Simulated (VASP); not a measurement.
Band structure of AlP (zinc blende). Computed with AM05 GGA, VASP's PBE PAW potentials (set 64) (plane waves; VASP).

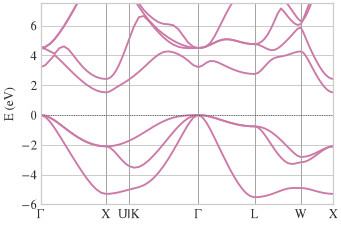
Fig. 1. Bands along high-symmetry lines, zero at the valence-band maximum or, without a gap, the Fermi level

### Question
Read the plot: is there a gap, and where are the band edges?

### Answer
The gap is indirect, 1.52 eV, from the valence maximum at Γ to the conduction minimum at X. (Edges off the drawn lines would not show.)

Measured: gap 2.54 eV (computed value off by -1.02 eV), as given by Wei Chen et al., Physical Review Materials (2018), doi:10.1103/physrevmaterials.2.073803 [zero-point renormalisation of 0.02 eV added back (the table's ZPR column)].

The compound is AlP in the zinc blende structure. It was relaxed first.
